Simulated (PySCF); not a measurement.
# PO2 (phosphorus dioxide): UM06-2X/STO-6G

What is the vertical ionisation energy of PO2 (phosphorus dioxide) at UM06-2X/STO-6G? The job is set up through a Python script.

Program for the calculation: PySCF 2.14.0.

21 further runs of the same task are left out: 8 that didn't finish, 13 set aside as unsound or not needed.

**1. The system as given**

PO2 has 3 atoms, charge 0, and is taken as a doublet. As SMILES, `[O]P=O`. The shape is that of a GFN2-xTB optimisation.

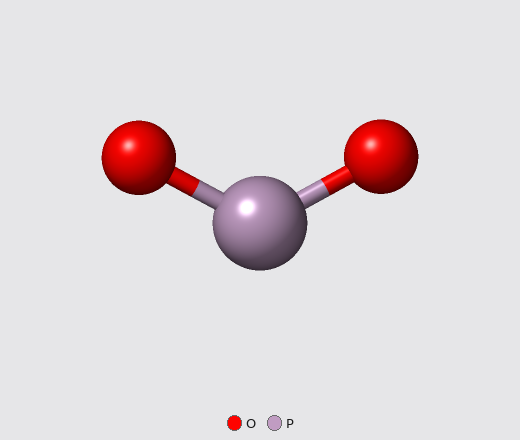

Viewed from a chosen angle; oxygen red, phosphorus pink.

**2. A single-point energy at UM06-2X/STO-6G**

geometry.xyz

```xyz
3
O2P
O      0.331710     1.226310     0.317670
P     -0.403940     0.077030    -0.212130
O      0.072230    -1.303340    -0.105540
```

run.py

```python
from pyscf import gto, dft

mol = gto.M(
    atom='geometry.xyz',
    spin=1,
    max_memory=1860,
    verbose=3,
    basis='sto-6g',
)

mf = dft.UKS(mol)
mf.xc = 'm06-2x'
mf.grids.level = 5
mf.conv_tol = 1e-10
mf.kernel()
if not mf.converged:
    mf = mf.newton().run(mf.mo_coeff, mf.mo_occ)

e_tot = mf.e_tot
print('E(%s) = %.9f' % ('M06-2X', e_tot))
```

Launch:

```console
$ OMP_NUM_THREADS=1 python run.py
```

Output:

```text
WARN: HOMO -0.230231341686675 >= LUMO -0.230231341686677

converged SCF energy = -489.699335451703  <S^2> = 0.7576823  2S+1 = 2.0076676
E(M06-2X) = -489.699335452
```

It took 8.1 s on 1 thread of Arm Neoverse V1, shared host; peak memory 0.21 GiB.

**3. The singlet cation, same level**

input.py

```python
from pyscf import gto, dft

mol = gto.M(
    atom='''
O    0.331710   1.226310   0.317670
P   -0.403940   0.077030  -0.212130
O    0.072230  -1.303340  -0.105540
''',
    verbose=3,
    charge=1,
    max_memory=1860,
    basis='sto-6g',
)

ks = dft.RKS(mol, xc='m06-2x')
ks.conv_tol = 1e-10
ks.grids.level = 5
ks.kernel()
if not ks.converged:
    ks = ks.newton().run(ks.mo_coeff, ks.mo_occ)

etot = ks.e_tot
print(f'total energy: {etot:.8f} hartree')
```

Launch:

```console
$ OMP_NUM_THREADS=1 python input.py
```

Output:

```text
converged SCF energy = -489.401744340353
total energy: -489.40174434 hartree
```

It took 4.2 s on 1 thread of Arm Neoverse V1, shared host; peak memory 0.2 GiB.

**4. What came out**

Level: UM06-2X/STO-6G.

```
                                          quantity          value
                         doublet PO2: total energy  -489.69934 Eh
                        doublet PO2: dipole moment         1.18 D
   doublet PO2: HOMO energy (highest over α and β)       -5.49 eV
    doublet PO2: LUMO energy (lowest over α and β)        1.03 eV
                                 doublet PO2: ⟨S²⟩          0.758
                      singlet cation: total energy  -489.40174 Eh
                       singlet cation: HOMO energy      -17.17 eV
                       singlet cation: LUMO energy      -10.71 eV
                     singlet cation: HOMO–LUMO gap        6.46 eV
vertical ionisation energy (to the singlet cation)       8.098 eV
```

**Reading.** Removing an electron at fixed nuclei costs 8.10 eV (187 kcal/mol). Only the singlet of the ionised species was computed; a triplet could lie lower. In a minimal basis such a difference can be off by several eV, whatever the method.
